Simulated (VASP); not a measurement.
Band structure of HfTiSe$_{4}$ (space group P2/m). Method: PBEsol GGA, VASP's PBE PAW potentials (set 64) (plane waves; VASP).

Without a dispersion term in the relaxation, distances and binding between the weakly bound layers, chains or molecules are unreliable, and so is what depends on them. Unless said otherwise, spin-orbit coupling is left out, though it shifts the bands of the heavy elements here.

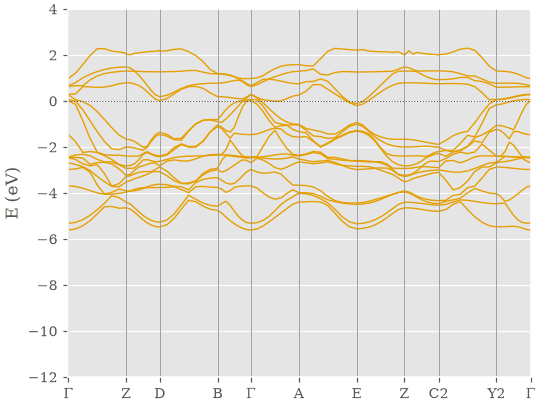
Fig. 1. Bands along high-symmetry lines, zero at the valence-band maximum or, without a gap, the Fermi level

Read the plot: is there a gap, and where are the band edges?

It has no gap at this level: it comes out as a metal or semimetal. (Edges off the drawn lines would not show.)

The structure comes from a computed database's HfTiSe4 entry (P2/m); how it stands against other phases isn't given here. It was relaxed first, which changed the volume by -9 %.
